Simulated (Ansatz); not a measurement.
Partial pair distribution functions of a relaxed model of amorphous hafnium silicate (Si₂₄O₅₀Hf), broadened by 0.06 Å; density 2.44 g/cm³. Computed with PBE, scalar-relativistic without spin-orbit coupling (plane waves to 420 eV, PAW; Ansatz, a first-principles code).

It comes from a melt-quench run on a machine-learned potential (CHGNet), relaxed afterwards by DFT. O atoms were pushed apart under 1.9 Å during the dynamics, to hinder bonds among them. The hot cell started wider than the set density and was brought back towards it in steps. It is the lowest in DFT energy of 2 quenches. It is a model cell: composition and starting density were chosen by hand, and all elements were melted together. No dispersion term was used. Its density started from a set value of 2.44 and ended at 2.44 g/cm³. The simulated quench (nominally 320 K/ps over its main leg) is rapid and tends to freeze in more defects than a deposited or slowly cooled glass has. One small periodic cell is one sample of the glass; other quenches scatter about these values. The volume was held where the preparation left it and the shape relaxed, at a PBE pressure of -2.2 GPa (tension). Stress components on the final sampling reach 2.2 GPa.

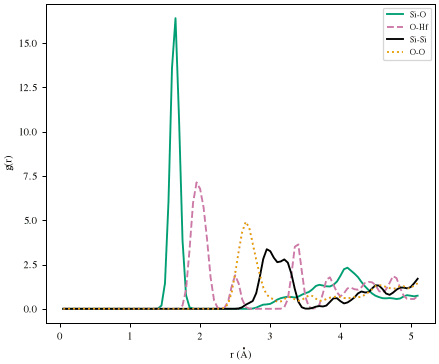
Figure. Partial pair distribution functions

Highest peaks under 4.5 Å: Si-O near 1.65 Å, O-Hf near 1.95 Å, Si-Si near 2.95 Å, O-O near 2.65 Å; pairs of few atoms are noisy.

Within 1.90 Å each Si has 4.00 O neighbours on average.
